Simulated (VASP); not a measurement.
Band structure of Al$_{2}$Cu$_{2}$ (ordered alloy cell). Method: PBEsol GGA, VASP's PBE PAW potentials (set 64) (plane waves; VASP).

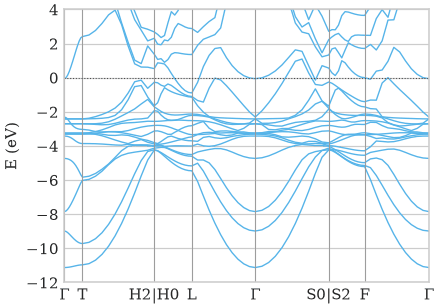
Figure: Bands along high-symmetry lines, zero at the valence-band maximum or, without a gap, the Fermi level

Problem. Read the plot: is there a gap, and where are the band edges?

Solution. It has no gap at this level: it comes out as a metal or semimetal. (Edges off the drawn lines would not show.)

The structure was generated: Al2Cu2 was put into an ordered model structure (R-3m), which need not be its known phase. It was relaxed first.
